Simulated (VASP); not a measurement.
# AlGaAsN: structure and properties in VASP, part 3 of 5

What structure does AlGaAsN take at this level, and what are its properties? The cell is invented: it takes the structure of a Materials Project entry for AlGaN2 (space group 156 there), with some of its atoms replaced by other elements, volume scaled by an estimate. It may not be a known or stable phase.

VASP 6.6.1, plane waves and PAW; the level of theory is named at each step.

So far. Step 3 (Full relaxation (TPSS)): It ends with a largest force of 0.006 eV/Å and a pressure of 0.02 GPa. Step 4 (Density, ELF and potential (TPSS)): In this run the pressure is 0.03 GPa, small enough to go on. The relaxed cell has a = 3.533, c = 6.025 Å (conventional setting).

### 5. Band structure (TPSS)

Level of this step: TPSS; plane waves and PAW (As, Ga_d, Al, N); invented cell (VASP).

The mesh alone shows little of the dispersion and can miss band extrema, so KPOINTS_OPT adds a path through the symmetry points after the self-consistent cycle.

File INCAR:

```
SYSTEM = AlGaAsN
PREC = Accurate
ENCUT = 520
EDIFF = 1E-06
NELM = 100
ISMEAR = -1
SIGMA = 0.05
LREAL = .FALSE.
ALGO = Normal
METAGGA = TPSS
LASPH = .TRUE.
NBANDS = 27
LORBIT = 11
LWAVE = .FALSE.
LCHARG = .FALSE.
KPAR = 2
```

File POSCAR:

```
AlGaAsN
1.0
    3.5327190379      0.0000000000      0.0000000000
   -1.7663595190      3.0594241788      0.0000000000
    0.0000000000      0.0000000000      6.0245879883
As Ga Al N
1 1 1 1
Direct
    0.0000000000      0.0000000000      0.6321345327
    0.6666666700      0.3333333300      0.4440523102
    0.0000000000      0.0000000000      0.0462720779
    0.6666666700      0.3333333300      0.1139410893
```

File KPOINTS:

```
Automatic mesh
0
Gamma
7 7 4
0 0 0
```

File KPOINTS_OPT:

```
Line mode
16
Line-mode
Reciprocal
  0.00000000   0.00000000   0.00000000 GAMMA
  0.50000000   0.00000000   0.00000000 M

  0.50000000   0.00000000   0.00000000 M
  0.33333333   0.33333333   0.00000000 K

  0.33333333   0.33333333   0.00000000 K
  0.00000000   0.00000000   0.00000000 GAMMA

  0.00000000   0.00000000   0.00000000 GAMMA
  0.00000000   0.00000000   0.50000000 A

  0.00000000   0.00000000   0.50000000 A
  0.50000000   0.00000000   0.50000000 L

  0.50000000   0.00000000   0.50000000 L
  0.33333333   0.33333333   0.50000000 H

  0.33333333   0.33333333   0.50000000 H
  0.00000000   0.00000000   0.50000000 A

  0.50000000   0.00000000   0.50000000 L
  0.50000000   0.00000000   0.00000000 M

  0.33333333   0.33333333   0.00000000 K
  0.33333333   0.33333333   0.50000000 H
```

PAW data sets: As, Ga_d, Al and N (PBE family, release 64).

Launch:

```
> mpirun -np 2 vasp_std
```

What it wrote:

```text
[... set-up lines as in an earlier step ...]
 entering main loop
       N       E                     dE             d eps       ncg     rms          rms(c)
DAV:   1     0.173233662665E+03    0.17323E+03   -0.11172E+04  1689   0.126E+03
DAV:   2    -0.105232387961E+02   -0.18376E+03   -0.16701E+03  1667   0.382E+02
DAV:   3    -0.393163610636E+02   -0.28793E+02   -0.28016E+02  1992   0.113E+02
DAV:   4    -0.404707050445E+02   -0.11543E+01   -0.11486E+01  1912   0.251E+01
DAV:   5    -0.405043303636E+02   -0.33625E-01   -0.33608E-01  2280   0.450E+00    0.769E+00
DAV:   6    -0.433244676859E+02   -0.28201E+01   -0.92457E+00  1712   0.247E+01    0.402E+00
DAV:   7    -0.430875941688E+02    0.23687E+00   -0.23698E+00  2053   0.103E+01    0.227E+00
DAV:   8    -0.430320167786E+02    0.55577E-01   -0.45905E-01  1905   0.594E+00    0.140E+00
DAV:   9    -0.430463326206E+02   -0.14316E-01   -0.68873E-02  1900   0.205E+00    0.409E-01
DAV:  10    -0.430437952574E+02    0.25374E-02   -0.15608E-02  2175   0.145E+00    0.191E-01
DAV:  11    -0.430445238349E+02   -0.72858E-03   -0.16719E-03  1691   0.307E-01    0.582E-02
DAV:  12    -0.430445553768E+02   -0.31542E-04   -0.13206E-04  2096   0.864E-02    0.285E-02
DAV:  13    -0.430445760466E+02   -0.20670E-04   -0.67561E-05  1685   0.437E-02    0.759E-03
DAV:  14    -0.430445764304E+02   -0.38380E-06   -0.35873E-06  1888   0.116E-02
   1 F= -.43044576E+02 E0= -.43043757E+02  d E =-.163860E-02
 Start KPOINTS_OPT (optional k-point list driver)
k-point batch [1-28\144]
       N       E                     dE             ncg
DAV:   1     0.270151838468E+04   -0.15916E+05     1693
DAV:   2    -0.215897498160E+04   -0.48605E+04     1680
DAV:   3    -0.280446469527E+04   -0.64549E+03     1883
DAV:   4    -0.282302105114E+04   -0.18556E+02     1770
DAV:   5    -0.282336317926E+04   -0.34213E+00     2048
DAV:   6    -0.282337545047E+04   -0.12271E-01     2002
DAV:   7    -0.282337559855E+04   -0.14808E-03     2143
DAV:   8    -0.282337560002E+04   -0.14698E-05     1435
DAV:   9    -0.282337560024E+04   -0.21469E-06     1285
[...]
k-point batch [141-144\144]
       N       E                     dE             ncg
DAV:   1     0.229936165213E+05   -0.37326E+04      249
DAV:   2     0.223172239330E+05   -0.67639E+03      232
DAV:   3     0.222269269333E+05   -0.90297E+02      264
DAV:   4     0.222243599693E+05   -0.25670E+01      237
DAV:   5     0.222243182660E+05   -0.41703E-01      272
DAV:   6     0.222243165364E+05   -0.17296E-02      288
DAV:   7     0.222243165094E+05   -0.26964E-04      277
DAV:   8     0.222243165092E+05   -0.24889E-06      208
```

Elapsed: 2.7 min, on 2 MPI ranks of AMD EPYC 9R45, shared host; peak memory 0.42 GiB; 5.3 min of CPU time.

Parts of OUTCAR (step 5):

```text
   k-points           NKPTS =     28   k-points in BZ     NKDIM =     28   number of bands    NBANDS=     27

   NELECT =      26.0000    total number of electrons

 E-fermi :   6.4032

 k-point     1 :       0.0000    0.0000    0.0000
  band No.  band energies     occupation
    ...
      8      -1.8668      2.00000
      9       2.4040      2.00000
     10       2.4040      2.00000
     11       4.0922      2.00000
     12       5.1912      2.00000
     13       6.7391      0.00242
     14       6.7391      0.00242
     15       9.8149      0.00000
     16      11.4058      0.00000
     17      11.4059      0.00000
    ...

  Total        0.0038923      0.0038923      0.0162516     -0.0000000     -0.0000000      0.0000000
  in kB        0.0957734      0.0957733      0.3998801     -0.0000000     -0.0000000      0.0000000
  external PRESSURE =       0.1971423 kB  Pullay stress =       0.0000000 kB

 POSITION                                       TOTAL-FORCE (eV/Angst)
 -----------------------------------------------------------------------------------
      0.00000      0.00000      3.80835         0.000000     -0.000000      0.002504
      1.76636      1.01981      2.67523         0.000000      0.000000     -0.004177
      0.00000      0.00000      0.27877         0.000000     -0.000000     -0.005097
      1.76636      1.01981      0.68645        -0.000000      0.000000      0.006771
 -----------------------------------------------------------------------------------
    total drift:                               -0.000032      0.000008      0.013063

  FREE ENERGIE OF THE ION-ELECTRON SYSTEM (eV)
  ---------------------------------------------------
  free  energy   TOTEN  =       -43.0445764304 eV

  energy  without entropy=      -43.0429378263  energy(sigma->0) =      -43.04375713

[... 7 parts as in an earlier step ...]

[... 9 further parts left out ...]
```

Spin-orbit coupling is off here; it would split degenerate levels.

This step gave:

```yaml
bands: 27
pressure: 0.01971 GPa
```

Electronic bands along the path, in eV, zero at the Fermi level; # counts the bands kept, so #1 is VASP's band 8:

| point | #3 | #4 | #5 | #6 | #7 | #8 | #9 | #10 |
| --- | --- | --- | --- | --- | --- | --- | --- | --- |
| Γ | -4.00 | -2.31 | -1.21 | 0.34 | 0.34 | 3.41 | 5.00 | 5.00 |
| M | -5.62 | -4.78 | -3.96 | -1.54 | 0.98 | 2.15 | 2.78 | 4.81 |
| K | -6.56 | -4.88 | -4.18 | -4.14 | 1.14 | 3.28 | 3.84 | 4.74 |
| Γ | -4.00 | -2.31 | -1.21 | 0.34 | 0.34 | 3.41 | 5.00 | 5.00 |
| A | -3.97 | -3.97 | 0.24 | 0.24 | 0.73 | 3.23 | 4.20 | 5.30 |
| L | -4.68 | -4.16 | -3.32 | -1.84 | 0.39 | 1.72 | 2.42 | 3.86 |
| H | -6.26 | -4.85 | -3.77 | -2.67 | 1.64 | 2.27 | 2.46 | 5.01 |
| A | -3.97 | -3.97 | 0.24 | 0.24 | 0.73 | 3.23 | 4.20 | 5.30 |
| jump to L | -4.68 | -4.16 | -3.32 | -1.84 | 0.39 | 1.72 | 2.42 | 3.86 |
| M | -5.62 | -4.78 | -3.96 | -1.54 | 0.98 | 2.15 | 2.78 | 4.81 |
| jump to K | -6.56 | -4.88 | -4.18 | -4.14 | 1.14 | 3.28 | 3.84 | 4.74 |
| H | -6.26 | -4.85 | -3.77 | -2.67 | 1.64 | 2.27 | 2.46 | 5.01 |

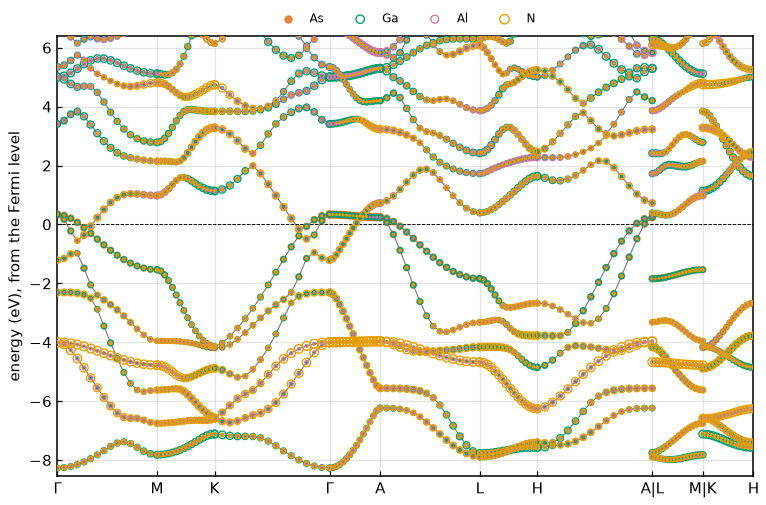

Electronic bands along the path; dots are coloured as in the legend, and their area grows with the weight.

There is no gap at this level.

### 6. Density of states (TPSS)

A density of states needs more k-points than a total energy; ISMEAR = -5 takes tetrahedra, and LORBIT projects the states on the PAW spheres. The mesh is finer than in the run before.

Changes to INCAR since step 5:

```diff
@@ -5,3 +5,3 @@
 NELM = 100
-ISMEAR = -1
+ISMEAR = -5
 SIGMA = 0.05
@@ -16 +16,2 @@
 KPAR = 2
+NEDOS = 2001
```

POSCAR is that of step 5.

File KPOINTS:

```
Automatic mesh
0
Gamma
11 11 6
0 0 0
```

Launch:

```
> mpirun -np 2 vasp_std
```

What it wrote:

```text
[... set-up lines as in an earlier step ...]
 entering main loop
       N       E                     dE             d eps       ncg     rms          rms(c)
DAV:   1     0.173505036753E+03    0.17351E+03   -0.11155E+04  5012   0.127E+03
DAV:   2    -0.104713212538E+02   -0.18398E+03   -0.16700E+03  4931   0.382E+02
DAV:   3    -0.393021501382E+02   -0.28831E+02   -0.28064E+02  6010   0.113E+02
DAV:   4    -0.404748294665E+02   -0.11727E+01   -0.11678E+01  5816   0.254E+01
DAV:   5    -0.405064943161E+02   -0.31665E-01   -0.31651E-01  6592   0.438E+00    0.770E+00
DAV:   6    -0.433237339861E+02   -0.28172E+01   -0.93003E+00  5210   0.247E+01    0.401E+00
DAV:   7    -0.430607409391E+02    0.26299E+00   -0.20975E+00  5805   0.954E+00    0.214E+00
DAV:   8    -0.430315805145E+02    0.29160E-01   -0.48010E-01  5999   0.574E+00    0.137E+00
DAV:   9    -0.430419868478E+02   -0.10406E-01   -0.71121E-02  5932   0.227E+00    0.495E-01
DAV:  10    -0.430395859289E+02    0.24009E-02   -0.13867E-02  6086   0.131E+00    0.167E-01
DAV:  11    -0.430402303703E+02   -0.64444E-03   -0.19566E-03  5182   0.288E-01    0.465E-02
DAV:  12    -0.430402736098E+02   -0.43240E-04   -0.91362E-05  5654   0.556E-02    0.298E-02
DAV:  13    -0.430402880410E+02   -0.14431E-04   -0.58636E-05  4948   0.532E-02    0.721E-03
DAV:  14    -0.430402893748E+02   -0.13338E-05   -0.33292E-06  5779   0.181E-02    0.215E-03
DAV:  15    -0.430402902019E+02   -0.82712E-06   -0.11650E-06  4750   0.615E-03
   1 F= -.43040290E+02 E0= -.43040290E+02  d E =0.000000E+00
 -----------------------------------------------------------------------------
|                                                                             |
|           W    W    AA    RRRRR   N    N  II  N    N   GGGG   !!!           |
|           W    W   A  A   R    R  NN   N  II  NN   N  G    G  !!!           |
|           W    W  A    A  R    R  N N  N  II  N N  N  G       !!!           |
|           W WW W  AAAAAA  RRRRR   N  N N  II  N  N N  G  GGG   !            |
|           WW  WW  A    A  R   R   N   NN  II  N   NN  G    G                |
|           W    W  A    A  R    R  N    N  II  N    N   GGGG   !!!           |
|                                                                             |
|     Tetrahedron method does not include variations of the Fermi             |
|     occupations, so forces and stress will be inaccurate. We suggest        |
|     using a different smearing scheme ISMEAR = 1 or 2 for metals in         |
|     relaxations.                                                            |
|                                                                             |
 -----------------------------------------------------------------------------
```

The job ended after 2.4 min (2 MPI ranks; peak memory 0.57 GiB).

OUTCAR, selected parts (step 6):

```text
   k-points           NKPTS =     84   k-points in BZ     NKDIM =     84   number of bands    NBANDS=     27

   NELECT =      26.0000    total number of electrons

 E-fermi :   6.4884

 k-point     1 :       0.0000    0.0000    0.0000
  band No.  band energies     occupation
    ...
      9       2.3806      2.00000
     10       2.3806      2.00000
     11       4.0878      2.00000
     12       5.1788      2.00000
     13       6.7588      0.86082
     14       6.7588      0.00000
     15       9.8249      0.00000
     16      11.4122      0.00000
     17      11.4122      0.00000
     18      11.7523      0.00000
    ...

  Total        0.0417098      0.0417098     -0.0977646     -0.0000000     -0.0000000      0.0000000
  in kB        1.0262952      1.0262950     -2.4055582     -0.0000000     -0.0000000      0.0000000
  external PRESSURE =      -0.1176560 kB  Pullay stress =       0.0000000 kB

 POSITION                                       TOTAL-FORCE (eV/Angst)
 -----------------------------------------------------------------------------------
      0.00000      0.00000      3.80835         0.000000      0.000000     -0.008189
      1.76636      1.01981      2.67523        -0.000000      0.000000      0.034223
      0.00000      0.00000      0.27877         0.000000      0.000000     -0.045406
      1.76636      1.01981      0.68645        -0.000000      0.000000      0.019371
 -----------------------------------------------------------------------------------
    total drift:                               -0.000032      0.000008      0.011623

  FREE ENERGIE OF THE ION-ELECTRON SYSTEM (eV)
  ---------------------------------------------------
  free  energy   TOTEN  =       -43.0402902019 eV

  energy  without entropy=      -43.0402902019  energy(sigma->0) =      -43.04029020

[... 6 parts as in an earlier step ...]

[... 10 further parts left out ...]
```

With tetrahedra the forces and stress of a metal are not exact derivatives of the energy.

Numbers from this step:

```yaml
scf_cycles: 15
irreducible_k_points: 84
fermi_energy: 6.488 eV
pressure: -0.01177 GPa
dos_at_the_fermi_level: 0.4236 states/eV/cell
```

The density of states has structure finer than the step of the table below, so its rows give means over 1 eV, whole bins alone (the curve runs from -12.0 to 5.73 eV). Peaks (eV: height): total -7.5: 4.00, -4.5: 3.18, 4.3: 3.76, 5.5: 3.78; N p -7.5: 0.599, -4.9: 1.03, -4.5: 1.03, -3.4: 0.491; As p -7.5: 0.324, -3.4: 0.691, -3.0: 0.515, -1.9: 0.348; Ga p -4.5: 0.229, -3.4: 0.267, 4.3: 0.238, 5.5: 0.698; Al p -4.9: 0.139, 2.3: 0.115, 4.3: 0.150, 5.5: 0.206.

States under -12.0 eV and over 5.7 eV are left out. The density of states by energy, zero at the Fermi level; means over each step; 7 of 8 lines; values in states/eV/cell:

| energy (eV) | total | N p | As p | Ga p | Al p | Ga s | Al s |
| --- | --- | --- | --- | --- | --- | --- | --- |
| -11 | 0.446 | 0.00195 | 0.00160 | 0.0214 | 0.00173 | 0.0121 | 0.00428 |
| -10 | 0 | 0 | 0 | 0 | 0 | 0 | 0 |
| -9 | 0 | 0 | 0 | 0 | 0 | 0 | 0 |
| -8 | 1.22 | 0.179 | 0.0992 | 0.0253 | 0.0132 | 0.195 | 0.0961 |
| -7 | 1.90 | 0.310 | 0.141 | 0.0353 | 0.0287 | 0.281 | 0.118 |
| -6 | 1.31 | 0.365 | 0.0540 | 0.0557 | 0.0470 | 0.0630 | 0.0473 |
| -5 | 2.35 | 0.744 | 0.173 | 0.152 | 0.0952 | 0.0280 | 0.0288 |
| -4 | 1.84 | 0.470 | 0.254 | 0.147 | 0.0547 | 0.0382 | 0.00785 |
| -3 | 1.76 | 0.277 | 0.416 | 0.171 | 0.0331 | 0.0216 | 0.00542 |
| -2 | 0.933 | 0.0484 | 0.302 | 0.138 | 0.00472 | 0.0134 | 0.00113 |
| -1 | 0.535 | 0.0145 | 0.194 | 0.0766 | 0.00164 | 0.00634 | 0.00376 |
| 0 | 0.394 | 0.0254 | 0.0915 | 0.0307 | 0.00690 | 0.00520 | 0.0200 |
| 1 | 1.53 | 0.122 | 0.0519 | 0.0581 | 0.0708 | 0.0626 | 0.0875 |
| 2 | 1.25 | 0.123 | 0.0450 | 0.0558 | 0.0605 | 0.0631 | 0.0468 |
| 3 | 2.07 | 0.229 | 0.0974 | 0.0921 | 0.0741 | 0.187 | 0.100 |
| 4 | 2.18 | 0.202 | 0.149 | 0.122 | 0.0936 | 0.138 | 0.0789 |
| 5 | 1.80 | 0.118 | 0.104 | 0.232 | 0.0926 | 0.0309 | 0.0584 |

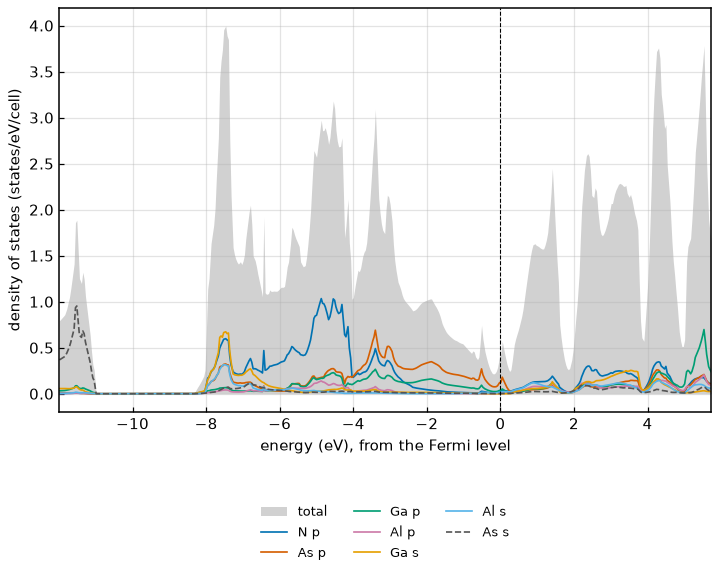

Density of states, plotted against energy.

The finer mesh and the other smearing move the Fermi level by +0.09 eV from the 7×7×4 run, one measure of the sampling error in the zero of the bands above. Of the states within 0.3 eV of the Fermi level, the largest shares in the PAW spheres are As p 28 %, Ga p 9 % and N p 7 %. The rest lies in smaller channels or between the spheres.

[end of part 3 of 5]

[Lines on the potential files, build, host, timing and source positions are cut from VASP's logs without a mark.]

[Logs are printed without paths, hosts, clocks, repeated set-up lines and the standing remarks that a program may print on its own settings, such as how far it seeks lower states.]

[Hosts, paths, dates, database ids (printed as entryN), source tags and the programs' standing remarks are cut or masked in the printed files.]

[A measured line is paired with the nearest computed mode of its activity, which favours agreement.]

[In band tables of VASP the shares of atoms and orbitals are scaled to a sum of 1 inside the atoms' spheres.]
